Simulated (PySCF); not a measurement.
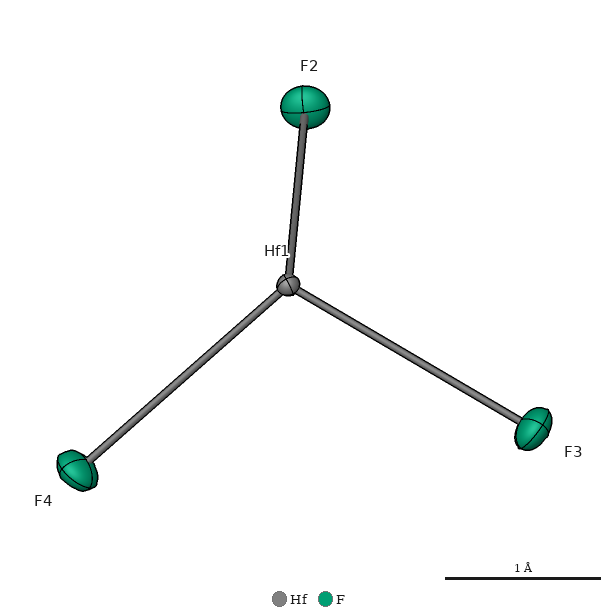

Displacement ellipsoids at the 50 % level, enlarged 2 times, from the internal vibrations of the free molecule (harmonic, no overall translation or rotation; no half-axis is drawn under 0.075 Å). State: charge +1, singlet. Vibrations computed with RKS-based PBE0, Hf def2-TZVP with ECP60, F def2-TZVP; scalar-relativistic core potentials; density fitting (PySCF 2.14.0). Temperature: 0 K (zero-point motion alone).

List U_eq and the three principal root-mean-square amplitudes for each kind of atom.

| atom | U_eq (Å²) | rms amplitudes (Å) |
| --- | --- | --- |
| Hf1 | 0.00008 | 0.007, 0.007, 0.012 |
| F2, F3, F4 | 0.0020 | 0.032, 0.047, 0.051 |

The search tried a few shapes and spins; others may lie lower.
